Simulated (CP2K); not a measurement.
Consider hydrogen sulfide monohydrate at its PBE geometry (Å).

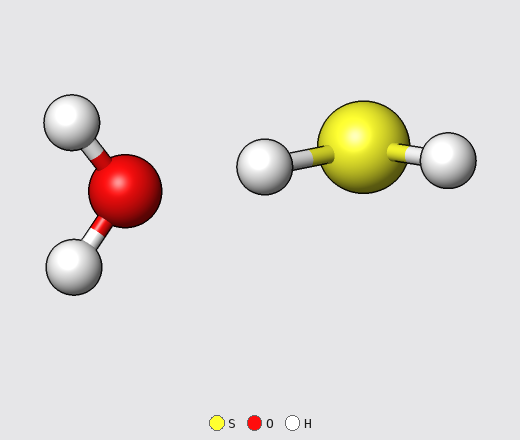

The molecule (sulfur yellow, oxygen red, hydrogen white).

```xyz
6

S     0.7240    1.8896    0.8135
O    -0.5528   -1.0428   -0.6387
H     0.2113    0.8188    0.1564
H     1.3624    1.0886    1.6926
H    -1.4760   -1.3285   -0.5386
H    -0.2689   -1.4258   -1.4852
```

Method: CP2K XAS_TDP, all-electron GAPW, PBEh(45%), aug-cc-pVTZ, TDA, GW2X-corrected core level, no relativity.

Q: Where do the O K-edge lines lie, and how strong are they?

Leading lines: O2 533.72 eV. The leading line of an atom is its first one with 35 % of the strongest within 2.5 eV of its lowest line over the strength cut. Core ionisation energies at this level: O2 537.58 eV.

The first six lines of each atom with a strength over 0.0015:

```
                              atom  energy (eV)  states  strength, one atom  above the computed threshold
O2 (bonded to 2 H, takes 1 H bond)       533.72       1              0.0144                              
                                         535.18       1              0.0320                              
                                         536.40       1              0.0053                              
                                         536.80       1              0.0099                              
                                         537.62       1              0.0079                           yes
                                         537.65       1              0.0072                           yes
```

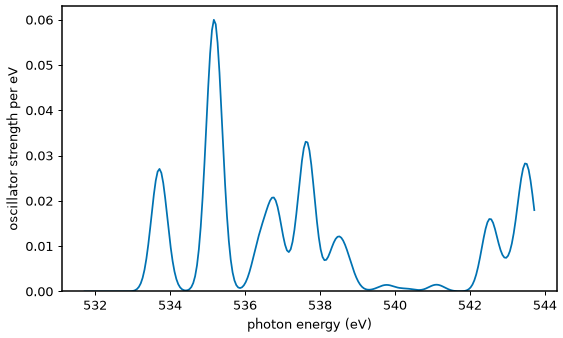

All atoms added, broadened by 0.5 eV.

Lines are vertical, at one geometry, with no vibrational structure. GW2X ionisation energies and lines can be off by 1 to 2 eV either way, and a good line position may hide errors that cancel. These values hold no scalar relativity, about 0.4 eV for O 1s. Rydberg lines, and the discretised continuum above threshold, depend on the basis and the box. This is one low-energy arrangement of the cluster, relaxed without a dispersion correction; others exist.

[Banner, clock and machine lines of the logs are left out without a mark of their own.]

[Logs are printed without paths, hosts, clocks, repeated set-up lines and the standing remarks that a program may print on its own settings, such as how far it seeks lower states.]

[Hosts, paths, dates, database ids (printed as entryN), source tags and the programs' standing remarks are cut or masked in the printed files.]
